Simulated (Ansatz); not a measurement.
Cl2GaH···HBr

```xyz
6

Ga    0.0022    0.2586   -0.0211
H    -0.0024    0.8026    1.4350
Cl    1.8232    0.1387   -1.1812
Cl   -1.8269    0.0513   -1.1555
Br    0.0744   -2.6153    1.0527
H     0.0857   -2.1795    2.4161
```

All numbers below come from RKS B3LYP/def2-SVP in Ansatz 0.2.0.

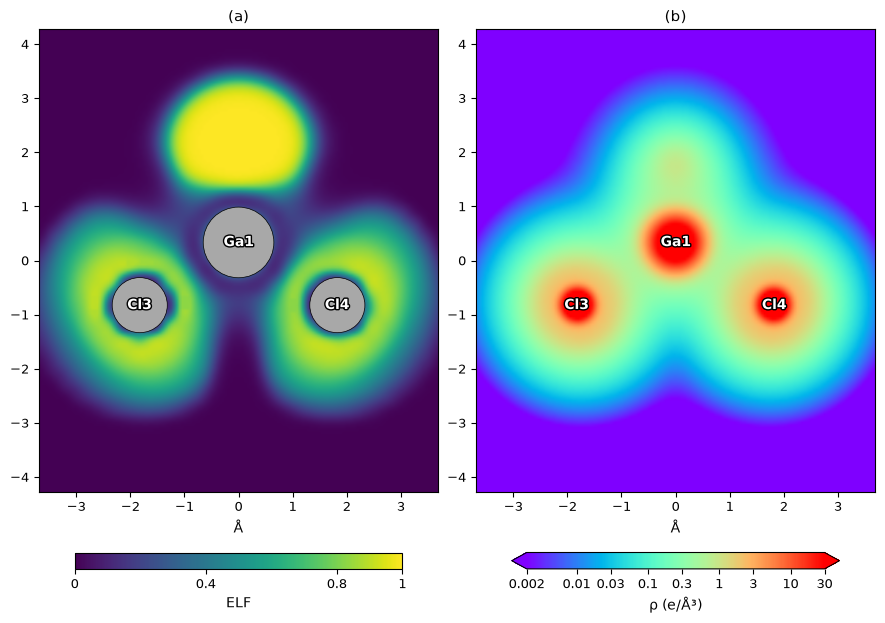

Figure 1. (a) ELF; (b) total electron density on the plane of atoms Cl3, Ga1 and Cl4. Grey discs cover the atomic cores in the ELF map.

Interpret the plot.

- Atoms in the plane: Ga and Cl.
- Ga–Cl (2.16 Å): ρ is about 0.66 e/Å³ halfway; the ELF peaks at about 0.85 in the valence shell of Cl, 0.8 Å from its nucleus, and is about 0.55 at the midpoint.
- The ELF also peaks beside Cl3 and Cl4, away from the bonds: lone-pair regions.

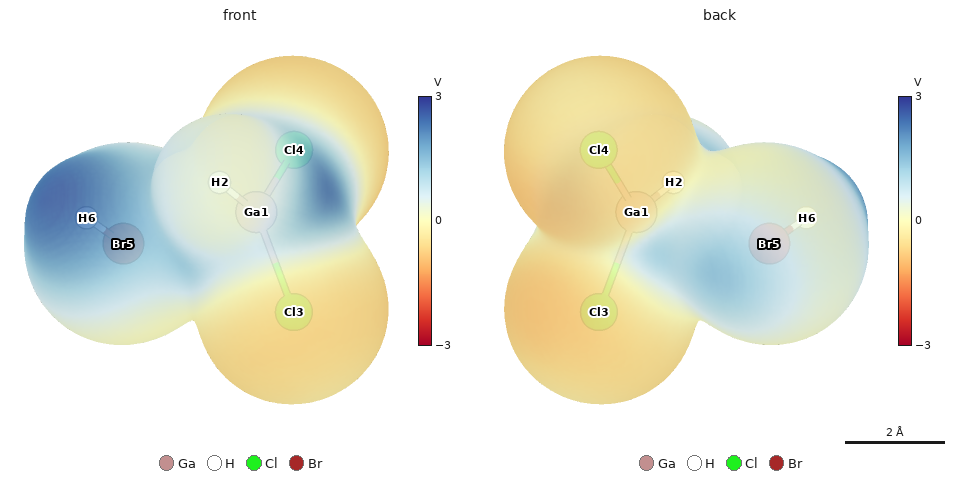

Figure 2. The electrostatic potential painted on the density surface at 0.002 e/bohr³, seen from the front and from behind; red is negative and blue positive.

Describe the electrostatic potential map.

The most negative region (about −0.9 V, or −21 kcal/mol for a unit charge) lies over Cl3 and Cl4, the most positive (about +2.5 V, or +58 kcal/mol for a unit charge) over H6. Br5 shows a σ-hole: about +1.4 V, or +32 kcal/mol for a unit charge at the tip opposite its bond, against about +0.2 V on its flanks.

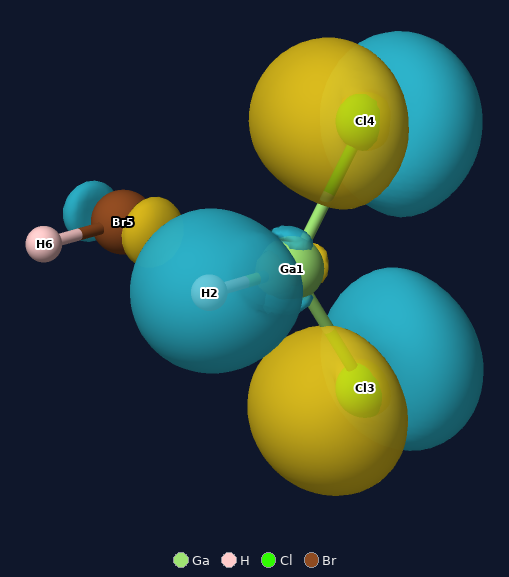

Figure 3. The HOMO−1 at ±0.08 Å⁻³ᐟ² (yellow and cyan are the two phases), seen at a tilt.

Where does this orbital lie, and at what energy?

It lies mainly on Cl3 (about 40 %), Cl4 (about 40 %), H2 (about 10 %) and Ga1 (about 10 %); largely a combination of lone pairs on Cl3 and Cl4. Its energy is −8.32 eV.
